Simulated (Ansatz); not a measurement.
System: Ge2WN4 (MoSi2N4-type monolayer).

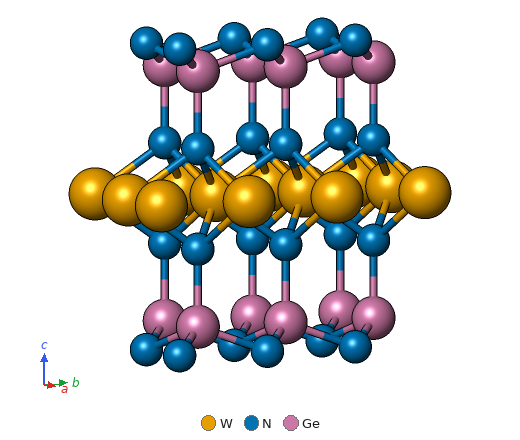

The structure (tungsten orange, nitrogen blue, germanium pink). Bonds to atoms that aren't drawn are left out. 2×3×1 cells are drawn. Some periodic images of atoms are drawn too.

The cell holds 7 atoms: 1 W, 4 N and 2 Ge. Cell: a = 3.023 Å, b = 3.023 Å, c = 38.000 Å, α = 90.0°, β = 90.0°, γ = 120.0°. Vacuum lies along c.

```xyz
7
Lattice="3.0226 0.0000 0.0000 -1.5113 2.6176 0.0000 0.0000 0.0000 38.0000" Properties=species:S:1:pos:R:3
W     0.0000    0.0000   19.0000
N     0.0000    1.7451   20.2170
N     0.0000    1.7451   17.7830
Ge    0.0000    1.7451   22.0945
Ge    0.0000    1.7451   15.9055
N     1.5113    0.8725   22.7096
N     1.5113    0.8725   15.2904
```

The structure was relaxed with PBE. The runs that relaxed it are not among those shown. Spin-orbit coupling is left out unless a run names it.

Gaps computed with Ansatz 0.2.0 without a self-energy: PBE 1.26 eV, PBE+SOC 1.24 eV and HSE06 1.64 eV.

Estimate the G0W0@PBE gap with 6×6×1 mesh, 357 empty bands, screening to 65 eV, PAW set soft_1 files.

About 1.83 eV: on its mesh the run moves the gap from 1.31 eV by +0.57 eV, and the mesh misses the edges by 0.05 eV. Among the scalar-relativistic levels given, HSE06 is nearest (−0.19 eV). Bands and cutoff are finite, so the gap is not at the basis limit. The miss can reach some tenths of an eV and take either sign; the mesh is an error of its own. The mesh in the plane is coarse for a sheet; gap and any exciton binding can still move on denser ones. The many-body steps are scalar-relativistic: spin-orbit coupling is not in them.

[Paths, hosts, dates, memory and timing lines, banners, echoed tables and standing remarks are left out of the program output.]

[Logs are printed without paths, hosts, clocks, repeated set-up lines and the standing remarks that a program may print on its own settings, such as how far it seeks lower states.]

[Runs of the session that timed out or met a known fault of the program may be left out.]

[Cells called generated may have been cut or substituted from an entry of the Crystallography Open Database or the Materials Project.]

[Hosts, paths, dates, database ids (printed as entryN), source tags and the programs' standing remarks are cut or masked in the printed files.]
